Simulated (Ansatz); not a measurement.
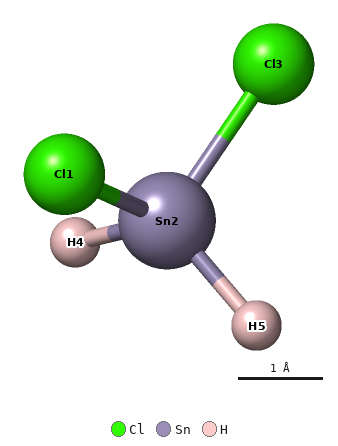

Figure 1. The structure as given in the input (ball-and-stick view, seen at a tilt; atoms are numbered from 1 in the order of the input). Sticks mark near contacts. Bond lengths as drawn: Cl–Sn 2.32 Å and H–Sn 1.70 Å.

# SnH2Cl2: one change and its effect

System: SnH2Cl2, SMILES [Cl][SnH2][Cl].
Method of the first run: RKS PBE0-D4/def2-TZVPP (Ansatz 0.2.0).

The geometry comes from this level: PBE0-D4/def2-TZVP. Text and figures count atoms from 1; the logs count them from 0 in places.

Input, the first run:
```yaml
crystal:
  periodic: [false, false, false]
  atoms:
    - {symbol: Cl, position_ang: [-1.795273, -0.326183, 1.206485]}
    - {symbol: Sn, position_ang: [0.192391, -0.102919, 0.038596]}
    - {symbol: Cl, position_ang: [-0.250419, 1.295513, -1.753868]}
    - {symbol: H, position_ang: [0.602165, -1.626263, -0.582063]}
    - {symbol: H, position_ang: [1.301036, 0.686252, 1.049448]}
basis:
  gaussian: {orbitals: def2-TZVPP}
hamiltonian: {xc: pbe0, dispersion: d4}
output: {orbitals: {seedname: orbitals}}
```

Hardware: 2 CPU threads, shared host.

Output (the first run):
```
Functional definition: PBE0
  parameter a = 0.25
  parameter kappa = 0.804
  parameter beta = 0.06672455060314922
  exchange = (1 - a)*pbe_x(kappa = kappa, mu = beta*pi^2/3) + a*exact_x
  correlation = pbe_c(beta = beta)
1229 factors; their error is unknown
mean field evaluation 1: about -30903.2031 eV, gradient 2.0e1 eV
mean field evaluation 2: about -30902.9849 eV, gradient 2.3e1 eV
mean field evaluation 4: about -30904.0814 eV, gradient 7.9e-1 eV
mean field evaluation 8: about -30904.2235 eV, gradient 2.5e-1 eV
mean field evaluation 16: about -30904.2235 eV, gradient 9.7e-6 eV
mean field -30904.22352824 eV, -1135.7092670277 hartree, gradient 9.7e-6 eV, S^2 0.000000; 0 other end points of the search recorded, 0 dependent functions left out
reference -30904.22355891 eV, -1135.7092681548 hartree; 29, 29 occupied and 133, 133 virtual orbitals, 1229 factors
Total energy: -30904.33377766 eV, -1135.7133186192 hartree
```

For the second run the input was changed thus:
```diff
-  gaussian: {orbitals: def2-TZVPP}
+  gaussian: {orbitals: "def2-QZVPP.json"}
```

Predict how the results change.

The total energy of the second run is 18.6 kcal/mol lower, which measures the change of basis and not a stability. The LUMO goes from −1.37 to −1.45 eV. The basis functions go from 162 to 282.

Output (the second run):
```
Functional definition: PBE0
  parameter a = 0.25
  parameter kappa = 0.804
  parameter beta = 0.06672455060314922
  exchange = (1 - a)*pbe_x(kappa = kappa, mu = beta*pi^2/3) + a*exact_x
  correlation = pbe_c(beta = beta)
1321 factors; their error is unknown
mean field evaluation 1: about -30904.0545 eV, gradient 2.0e1 eV
mean field evaluation 2: about -30903.8857 eV, gradient 2.3e1 eV
mean field evaluation 4: about -30904.9313 eV, gradient 9.0e-1 eV
mean field evaluation 8: about -30905.0285 eV, gradient 2.8e-1 eV
mean field evaluation 16: about -30905.0285 eV, gradient 4.0e-5 eV
mean field -30905.02852924 eV, -1135.7388502690 hartree, gradient 4.0e-5 eV, S^2 0.000000; 0 other end points of the search recorded, 0 dependent functions left out
reference -30905.02856105 eV, -1135.7388514377 hartree; 29, 29 occupied and 253, 253 virtual orbitals, 1321 factors
Total energy: -30905.13877980 eV, -1135.7429019021 hartree
```

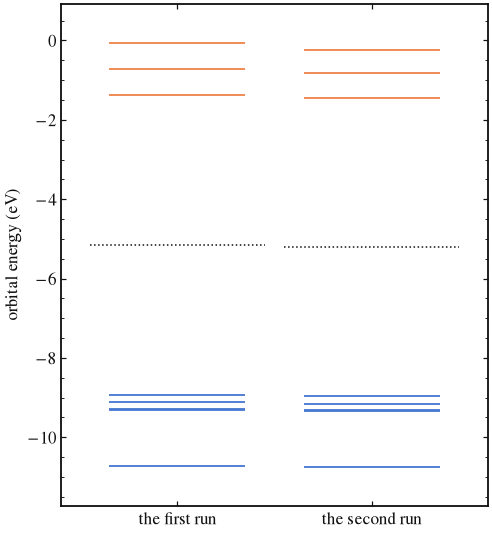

Figure 2. The five highest filled and three lowest empty orbital energies of the two runs; the dotted lines part filled from empty levels. The HOMO–LUMO gap is 7.57 eV in the first run and 7.51 eV in the second run.

The two runs side by side:

| quantity | the first run | the second run |
| --- | --- | --- |
| outcome | converged | converged |
| total energy (hartree) | −1135.713319 | −1135.742902 |
| HOMO (eV) | −8.94 | −8.96 |
| LUMO (eV) | −1.37 | −1.45 |
| basis functions | 162 | 282 |
| wall time (shared host) | 2.1 s | 5.5 s |
